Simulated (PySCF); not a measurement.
# C6H10F2SSi: what the fields show

Input file:

```
{"job": {"kind": "nmr", "xc": "PBE0", "basis": "pcSseg-1"}, "charge": 0, "multiplicity": 1}
C      3.450003    -0.223017    -0.210815
S      2.233960     0.701340    -1.203221
Si     0.582948     0.582249     0.146997
C     -0.122734    -1.174898     0.387028
C     -1.574702    -1.253872    -0.121490
C     -2.412458    -0.142314     0.428866
C     -2.086259     1.124415     0.220679
F     -2.812357     2.125447     0.774732
C     -0.903098     1.560945    -0.567056
F     -1.075156     1.214413    -1.902839
H      3.089623    -1.229798    -0.030634
H      3.620526     0.292633     0.727936
H      4.365743    -0.254566    -0.790353
H      0.949688     1.201405     1.425568
H      0.468767    -1.928341    -0.135801
H     -0.106458    -1.442160     1.444935
H     -2.008265    -2.214762     0.157332
H     -1.568567    -1.193853    -1.212155
H     -3.294662    -0.381844     1.001247
H     -0.801690     2.647256    -0.543990
```

Run with:

```sh
OMP_NUM_THREADS=1 python probes_run.py task.json out
```

Geometry: GFN2-xTB.

Computed with PBE0/pcSseg-1, SCF density, gas phase, non-relativistic in PySCF.

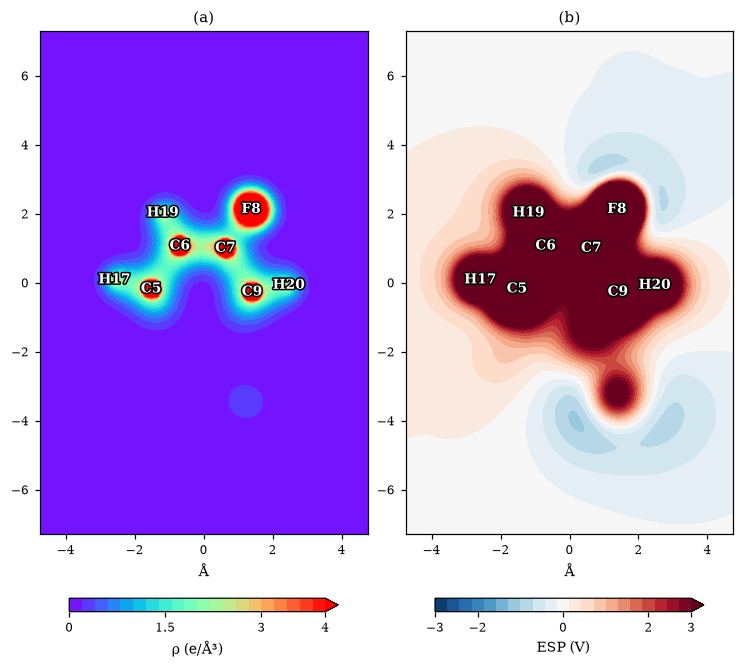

Figure 1. (a) electron density; (b) molecular electrostatic potential on the plane of atoms C6, C5 and H17.

### Read the bonding off the picture.

Atoms in the plane: C, F and H. C–C (1.32 Å): the density is about 2.3 e/Å³ at the midpoint. C–F (1.36 Å): ρ is about 2.2 e/Å³ halfway, with its minimum of 1.7 e/Å³ about 0.5 Å from C. C–H (1.08 Å): the density is about 2 e/Å³ at the midpoint. C–C (1.49 Å): ρ is about 1.8 e/Å³ halfway. Outside the dense part of the molecule the potential is most negative (−1.1 V) near S2, which lies off the plane.

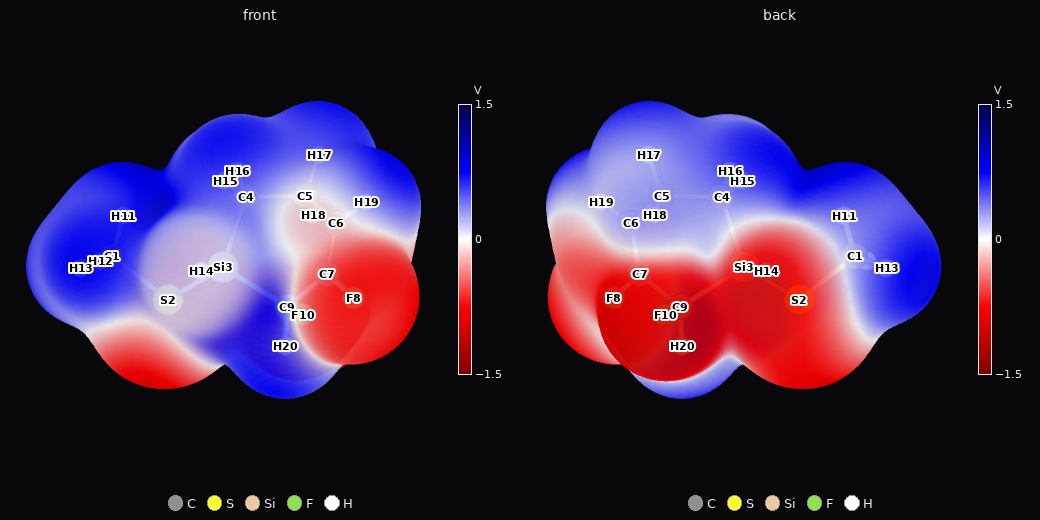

Figure 2. The molecular electrostatic potential painted on the density surface at 0.001 e/bohr³, seen from the front and from behind; red is negative and blue positive.

### Where is the surface potential most negative and most positive?

The most negative region (about −1.0 V) lies over F10, the most positive (about +0.9 V) over C1, Si3, C4 and H11.
